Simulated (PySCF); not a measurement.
# C2H8N (SMILES C[NH2+]C) (charge +1): what the fields show

```xyz
11

C     1.1456    0.4778   -0.1575
N     0.1268   -0.5841   -0.0234
C    -1.2373   -0.0493    0.1684
H     2.1334    0.0435   -0.2981
H     0.9135    1.1085   -1.0138
H     1.1571    1.0956    0.7385
H     0.3692   -1.1841    0.7755
H     0.1420   -1.1732   -0.8659
H    -1.9558   -0.8609    0.2630
H    -1.2736    0.5594    1.0699
H    -1.5155    0.5695   -0.6826
```

Geometry: GFN2-xTB.

The calculation used PBE0/def2-SVPD, SCF density, gas phase in PySCF 2.14.0.

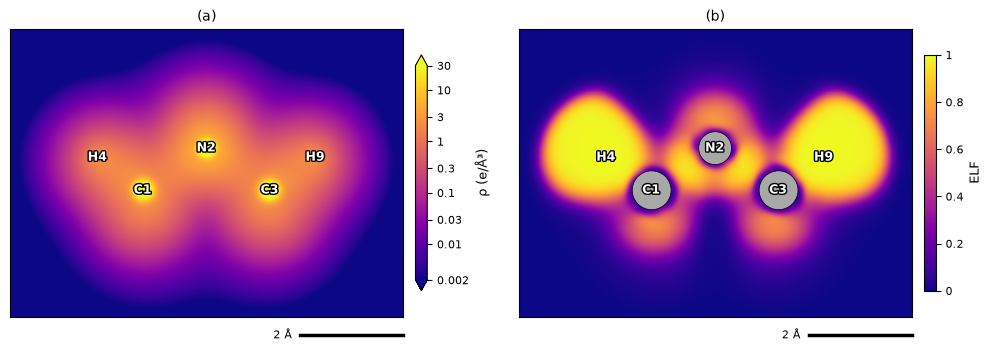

Figure 1. (a) total electron density; (b) electron localisation function on the plane of atoms N2, C1 and H4. Grey discs cover the atomic cores in the ELF map.

Q: Interpret the plot.

A:
- The section cuts through C, N and H sites.
- C–N (1.48 Å): ρ at the midpoint is about 1.8 e/Å³, with its minimum of 1.6 e/Å³ about 0.5 Å from C; the ELF peaks at about 0.95 between the atoms; localised, covalent bonding.
- C–H (1.09 Å): ρ is about 2 e/Å³ halfway; the ELF climbs to about 1 towards the hydrogen, as it does in any bond to H (a covalent bond by its length).

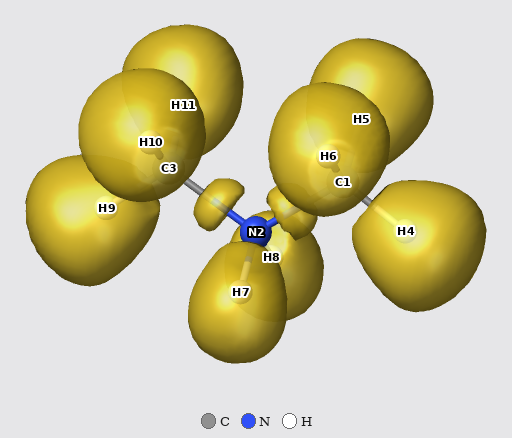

Figure 2. Isosurface of the ELF at 0.8 (yellow), seen at a tilt. Core shells and regions of very low density are left out.

Q: Identify the bonds, lone pairs and shells in this picture.

A: The surface consists of two regions between bonded C–N atoms (shared pairs) and eight regions around hydrogen nuclei. Along the contacts the grid gives the following. N–H (1.03 Å): the ELF climbs to about 1 towards the hydrogen: a covalent bond by its length.
